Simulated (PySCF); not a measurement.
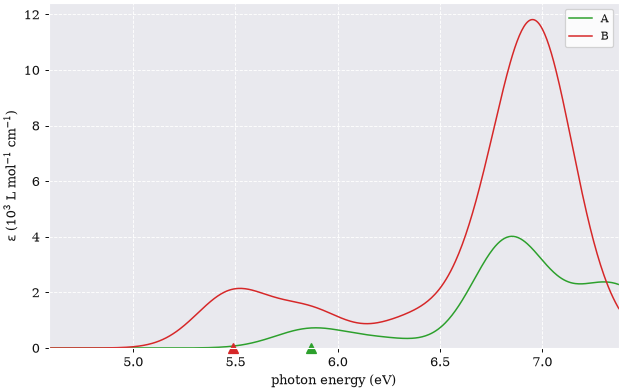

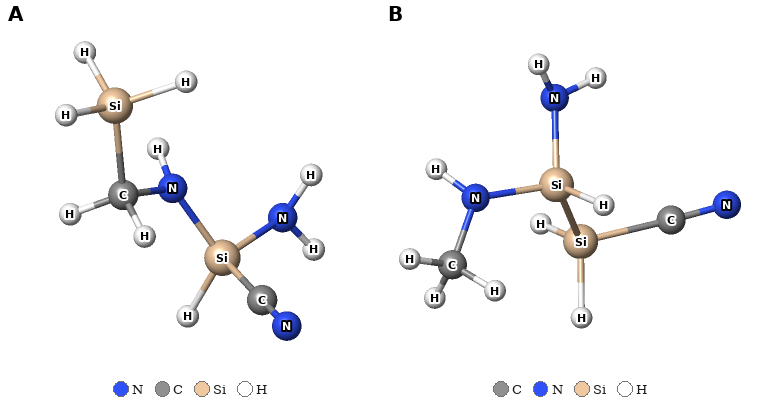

Related molecules: A is C₂H₉N₃Si₂, SMILES N#C[Si@H](N)NC[SiH3]; B is C₂H₉N₃Si₂, SMILES CN[Si@H](N)[SiH2]C#N. Vertical TDDFT absorption, CAM-B3LYP/def2-SVPD in PySCF 2.14.0, at a GFN2-xTB geometry (no frequency check); Gaussians of 1/e half-width 0.25 eV, triangles mark S1, and the range ends where the computed states of one molecule run out.

Question: How does the lowest singlet move?

Answer: A: 5.87 eV (f = 0.011, mainly HOMO → LUMO (67 %)); B: 5.49 eV (f = 0.031, mainly HOMO → LUMO (84 %)). From A to B it shifts 0.38 eV to the red.

Question: And the brightest state of each within the range drawn?

Answer: A: S3 at 6.83 eV, f = 0.05; B: S7 at 6.98 eV, f = 0.16.

Caveats, for all or some of the runs: core orbitals are frozen in the response; one conformer of a flexible molecule; the tight-binding geometry is rougher than a DFT one and adds to the error.
